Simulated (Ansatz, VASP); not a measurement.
# SiHg2: VASP beside Ansatz, part 2 of 2

Wanted: the spread between two codes on one cell, functional and k mesh. The cell is generated by rule, not measured, and may not be a known phase. The cell comes out of the VASP series on this material, whose earlier steps may have relaxed, scaled or displaced it; both programs get it as it stands.

VASP 6.6.1 and Ansatz 0.2.0.

So far. Step 2 (VASP: band structure, PBEsol, spin-orbit coupling): The run ends at a pressure of 38.04 GPa.

The structure was built from a prototype and need not be the compound's stable phase.

### Step 3. Ansatz: band structure, PBEsol, spin-orbit coupling

Level of this step: Ansatz beside VASP: Kohn-Sham DFT, plane waves, PBEsol, spin-orbit coupling (Ansatz).

Ansatz runs on its fully relativistic PAW (standard-fr) files.

The same cell, functional, mesh and smearing now go to Ansatz, which takes its cutoff from its data sets.

input.yaml reads:

```yaml
crystal:
  lattice:
    - [0.0, 2.92578, 2.92578]
    - [2.92578, 0.0, 2.92578]
    - [2.92578, 2.92578, 0.0]
  atoms:
    - { symbol: Si, position: [0.0, 0.0, 0.0] }
    - { symbol: Hg, position: [0.25, 0.25, 0.25] }
    - { symbol: Hg, position: [0.75, 0.75, 0.75] }
hamiltonian:
  xc: pbesol
  pseudopotentials: { kind: paw_fr }
magnetization:
  noncollinear: true
  spin_orbit: true
kpoints:
  mp_grid: { grid: [8, 8, 8] }
  band_path:
    path:
      - [0.0, 0.0, 0.0]
      - [0.16667, 0.0, 0.16667]
      - [0.33333, 0.0, 0.33333]
      - [0.5, 0.0, 0.5]
      - [0.5, 0.08333, 0.58333]
      - [0.5, 0.18333, 0.68333]
      - [0.5, 0.25, 0.75]
      - [0.45, 0.3, 0.75]
      - [0.40833, 0.34167, 0.75]
      - [0.35, 0.35, 0.7]
      - [0.225, 0.225, 0.45]
      - [0.075, 0.075, 0.15]
      - [0.03333, 0.03333, 0.03333]
      - [0.23333, 0.23333, 0.23333]
      - [0.4, 0.4, 0.4]
      - [0.51667, 0.46667, 0.51667]
      - [0.55833, 0.38333, 0.55833]
      - [0.60833, 0.28333, 0.60833]
      - [0.60833, 0.25, 0.64167]
      - [0.55833, 0.25, 0.69167]
      - [0.51667, 0.25, 0.73333]
      - [0.5, 0.3, 0.7]
      - [0.5, 0.38333, 0.61667]
      - [0.5, 0.48333, 0.51667]
      - [0.475, 0.475, 0.55]
      - [0.425, 0.425, 0.65]
      - [0.38333, 0.38333, 0.73333]
      - [0.59167, 0.18333, 0.59167]
      - [0.55, 0.1, 0.55]
      - [0.5, 0.0, 0.5]
    npoints: 1
scf:
  occupations: { method: gaussian, width: 0.02 }
  n_extra_bands: 14
output:
  forces: true
  stress: true
  eigenvalues: true
  write_density: true
  write_potential: true
  elf: true
  volumetric_format: npy
```

On the command line:

```
$ ansatz run input.yaml --threads 2 --pin off --max-ram 4608MiB --backend cpu --events-out ev --progress --plain --runs-dir out
```

Numbers of over 12 decimals in the logs are rounded to 6 here.

Output:

```text
scf.n_extra_bands = 14 over 44 filled bands (N_el = 44.0): the run solves 58 bands
Engine: ansatz 0.2.0, aarch64-unknown-linux-gnu
Pseudopotentials: kind: paw_fr
Pseudopotential: Si, paw_fr, valence charge 4, recommended cutoff 420 eV (normal), Si.paw.azcp#standard-fr
Pseudopotential: Hg, paw_fr, valence charge 20, recommended cutoff 420 eV (normal), Hg.paw.azcp#standard-fr
Functional definition: PBEsol
  exchange = pbesol_x
  correlation = pbesol_c
non-collinear run that drives no moment, with spin-orbit: no starting moment large enough to seed its density (crystal.atoms[].spin), no starting occupations that ask for one, no magnetisation constraint and no magnetic field, so the semilocal B_xc is pinned to zero
Crystal: 3 atoms, lattice volume = 50.090 Å³
Basis set: ecut = 420 eV, 941 PW (Γ), exchange–correlation on 60×60×60 points (8 copies of the dense FFT grid, shifted against one another)
Bands: 58, of which v1, the nominal top of the filled ones, is band 44 counted from 1 (43 counted from 0)
Symmetry: 48 space group operations + 48 with time reversal
Magnetic group: BNS 225.117 (UNI 1619), of the structure as read, at distance tolerance 3.7e-5 Å
k-points: 29 of 512
Projection manifold: j_resolved (fully-relativistic pseudo-atomic orbitals)
Non-local potential: Si, projectors of the file, l = 0: 2, l = 1: 4, l = 2: 4
Non-local potential: Hg, projectors of the file, l = 0: 3, l = 1: 4, l = 2: 4, l = 3: 2
PAW form: soft (Blöchl's): semilocal exchange-correlation on the pseudo side does not see the compensation charge
PAW frozen core: Si, regenerated for the run's functional, and the local potential with it (the file was generated under x = pbe(κ = 0.804, μ = 0.219515), c = pbe(β = 0.066725))
PAW frozen core: Hg, regenerated for the run's functional, and the local potential with it (the file was generated under x = pbe(κ = 0.804, μ = 0.219515), c = pbe(β = 0.066725))
PAW one-centre angular grid: Si, 110 points (default); XC on 64 Gauss nodes
PAW one-centre angular grid: Hg, 590 points (default); XC on 64 Gauss nodes
Initial density: superposition of atomic densities (chi_scale 0.1, normalization cell, long waves kept (reshape's long-wave potential 0.00 eV rms))
Initial wavefunctions: pseudopotential atomic-orbital guess
Functional: x = pbesol(κ = 0.804, μ = 0.123457), c = pbesol(β = 0.046)
SCF iter   1: F=—  HF=-28036.088925 eV  |F-HF|=—  |Δ(HF+E_count)|=         —  Δρ=6.20e-2  dr2=2.78e0  dr2_m=0.00e0 (ungated)  ethr=3.10e-3  |M|=0.00e0 ∫|m|=0.00e0 μB  |m|>n=0.0e0 m-floor=0.0e0 τ_xc=0.0e0  β_m=0.30  ⟨swp⟩=6.2  Hψ=3719  notcnv=0  defer=66
preconditioner: auto → none  [insulator: Δε(μ)=0.032 eV  Ē_g=12.805 eV  σ=0.020 eV  W_gap=0.60  n_scr=14 (ndim 8)  ℏωp=27.8 eV  f_vac=0.012  D(μ)=1.03/eV (n_scr^D=8)  ε∞_Penn≈5.7]
SCF iter   2: F=—  HF=-28035.260925 eV  |F-HF|=—  |Δ(HF+E_count)|=   8.28e-1  Δρ=2.11e-2  dr2=2.07e-1  dr2_m=0.00e0 (ungated)  ethr=3.10e-3  |M|=0.00e0 ∫|m|=0.00e0 μB  |m|>n=0.0e0 m-floor=0.0e0 τ_xc=0.0e0  β_m=0.35  ⟨swp⟩=2.4  Hψ=1429  notcnv=0  defer=224
SCF iter   3: F=—  HF=-28035.195239 eV  |F-HF|=—  |Δ(HF+E_count)|=   6.57e-2  Δρ=9.77e-3  dr2=2.29e-2  dr2_m=0.00e0 (ungated)  ethr=4.70e-4  |M|=0.00e0 ∫|m|=0.00e0 μB  |m|>n=0.0e0 m-floor=0.0e0 τ_xc=0.0e0  β_m=0.57  ⟨swp⟩=2.2  Hψ=1171  notcnv=0  defer=230
SCF iter   4: F=—  HF=-28035.184001 eV  |F-HF|=—  |Δ(HF+E_count)|=   1.12e-2  Δρ=5.65e-4  dr2=8.32e-5  dr2_m=0.00e0 (ungated)  ethr=5.21e-5  |M|=0.00e0 ∫|m|=0.00e0 μB  |m|>n=0.0e0 m-floor=0.0e0 τ_xc=0.0e0  β_m=0.60  ⟨swp⟩=2.0  Hψ=1318  notcnv=0  defer=230
SCF iter   5: F=—  HF=-28035.183986 eV  |F-HF|=—  |Δ(HF+E_count)|=   1.51e-5  Δρ=1.65e-4  dr2=4.66e-6  dr2_m=0.00e0 (ungated)  ethr=1.89e-7  |M|=0.00e0 ∫|m|=0.00e0 μB  |m|>n=0.0e0 m-floor=0.0e0 τ_xc=0.0e0  β_m=0.76  ⟨swp⟩=2.1  Hψ=1166  notcnv=0  defer=230
SCF iter   6: F=-28035.183987 eV  HF=-28035.183987 eV  |F-HF|=3.75e-8  |Δ(HF+E_count)|=   9.91e-7  Δρ=9.18e-6  dr2=4.75e-8  dr2_m=0.00e0 (ungated)  ethr=2.27e-10  |M|=0.00e0 ∫|m|=0.00e0 μB  |m|>n=0.0e0 m-floor=0.0e0 τ_xc=0.0e0  ⟨swp⟩=13.2  Hψ=6475  notcnv=0
SCF 1 converged in 6 iterations: F = -28035.183987 eV  dr2 = 4.75e-8
  greatest PAW one-centre occupation: 1.000 electrons in one spin orbital (limit 2), on the Hg atom at site 2 (counted from 0), in its partial waves of l = 0
NSCF: frozen V_eff on 30 k-points
SCF converged after 6 iterations
Magnetization: |M| = 0.0000 μB,  M = (+0.0000, +0.0000, +0.0000) μB
Absolute magnetization: 0.0000 μB (∫|m|)
  site 0: m = (+0.0000, +0.0000, +0.0000) μB, |m| = 0.0000 μB  (R = 1.05 Å)
  site 1: m = (+0.0000, +0.0000, +0.0000) μB, |m| = 0.0000 μB  (R = 1.05 Å)
  site 2: m = (+0.0000, +0.0000, +0.0000) μB, |m| = 0.0000 μB  (R = 1.05 Å)
Free energy (F): -28035.183987 eV
Harris-Foulkes:  -28035.183987 eV  (|F-HF|=3.75e-8)
Internal energy: -28035.183896 eV  (E = F + TS)
E sigma→0 (E₀):  -28035.183942 eV
Entropy (-TS):   -0.000091 eV (-0.030 meV/atom)
Fermi energy:    18.861689 eV
--- Per-component energies (eV) ---
  E_band       = -655.650166
  E_kinetic    = 1264.442787
  E_local      = -4979.086295  (includes V_loc(G=0)·N_el)
  E_nonlocal   = 143.465896
  E_hartree    = 2184.919907
  E_xc         = -502.247830
  E_vxc        = -583.124387  (∫ρ·V_xc dr)
  E_paw        = -20155.706455  (= ΣΔE_a)
  E_vpaw       = -871.204639  (= ΣTr[D̂ρ^β])
  E_aug_tail   = 0.001679  (compensation charges beyond the density's cutoff)
  E_ewald      = -5991.674075
  E_core_change = 0.700490  (= ΣΔE_core)
  E_smearing   = -0.000091  (= −TS)
  E_closure    = -0.000000  (closes the sum)
  Σ components = -28035.183987   (vs F -28035.183987, Δ=0.00e0)
--- Forces (eV/Å), atoms counted from 1 ---
  atom   1  Si     0.00000000     0.00000000    -0.00000000
  atom   2  Hg     0.00000000    -0.00000000     0.00000000
  atom   3  Hg     0.00000000    -0.00000000    -0.00000000
  max |Σ_I F_I| component: 3.24e-17 eV/Å
--- Stress (GPa, compression-positive) ---
       36.054523       0.000000       0.000000
        0.000000      36.054523       0.000000
        0.000000       0.000000      36.054523
  P = ⅓ Tr σ = 36.0545 GPa (360.545 kbar)
--- Band table (eV; the first three rows and the last of 29) ---
  k-point 0: bands = [... 40 lower, 19.3299, 19.3299, 20.3780, 20.3780, 20.5946, 20.5946, 20.5946, 20.5946, ... 10 higher]
  k-point 1: bands = [... 40 lower, 18.9693, 18.9693, 19.4792, 19.4792, 19.8365, 19.8365, 20.7131, 20.7131, ... 10 higher]
  k-point 2: bands = [... 40 lower, 18.8161, 18.8161, 19.1270, 19.1270, 19.3094, 19.3094, 21.1249, 21.1249, ... 10 higher]
  k-point 28: bands = [... 40 lower, 13.6985, 13.6985, 13.8959, 13.8959, 21.8222, 21.8222, 21.8245, 21.8245, ... 10 higher]
```

Wall time 26 s (2 threads of Arm Neoverse N1, shared host); peak memory 0.49 GiB.

Reading the cycles: dr2 is the Hartree energy of the density residual (eV), the measure of convergence; HF is the Harris–Foulkes estimate of the energy, which meets the free energy F at convergence.

### Step 4. Comparison

Known differences besides the PAW data sets themselves: spin-orbit coupling enters by fully relativistic files in Ansatz and inside the spheres in VASP; the data sets hold 44 valence electrons in Ansatz (fully relativistic PAW (standard-fr) files) and 28 in VASP; the cutoff is 420 eV in Ansatz and 400 eV in VASP; Ansatz makes its cores anew for this functional, VASP keeps those of its PBE data sets. Total energies have different zeros and are not compared.

Compared:

```
      quantity  Ansatz   VASP  difference
pressure (GPa)   36.05  38.04       -1.99
```

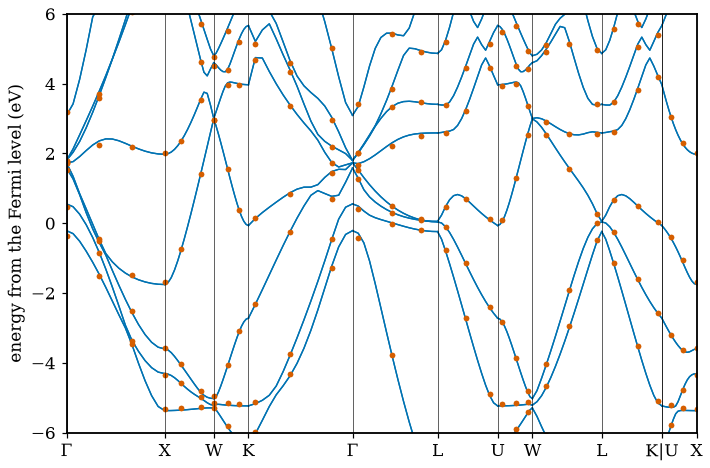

Bands from VASP (lines) and levels from Ansatz (dots). Dots without a line are higher empty bands that the VASP plot leaves out.

Levels from 3 eV below to 2 eV above the Fermi level differ by 40 meV r.m.s. and 141 meV at most; each VASP level is matched to the nearest of Ansatz, which flatters the figure a little. Ansatz's pressure holds a Pulay correction of 0.06 GPa; VASP's holds none.

### Step 5. What moves the difference

The difference is large enough to ask for its cause, so further runs change the set-up of one program at a time, as the table lists.

```
                                                           run  difference in pressure (GPa)
                                                      as above                          -2.0
cores kept as stored, as VASP does, whose cores stay as stored                          -1.9
                      Ansatz's larger PAW set (cutoff 1000 eV)                          -2.0
                    norm-conserving potentials (cutoff 898 eV)                          -2.0
```

### Step 6. What came out

| Property | Result |
| --- | --- |
| difference in pressure (band structure, PBEsol, spin-orbit coupling) | -2.0 GPa |

What this shows: The difference in pressure is -2.0 GPa (band structure, PBEsol, spin-orbit coupling), beyond the 1 GPa picked in this series as the mark of a large difference. For band structure, PBEsol, spin-orbit coupling: no further run halves the difference in pressure; only Ansatz's side was varied, and Ansatz's runs with other potentials lie closer to each other than to VASP, which for this quantity points to VASP's side; this was not tested here. Differences of this kind measure data sets and numerical settings, not the functional's error against experiment.

[Lines on the potential files, build, host, timing and source positions are cut from VASP's logs without a mark.]

[Logs are printed without paths, hosts, clocks, repeated set-up lines and the standing remarks that a program may print on its own settings, such as how far it seeks lower states.]

[Hosts, paths, dates, database ids (printed as entryN), source tags and the programs' standing remarks are cut or masked in the printed files.]
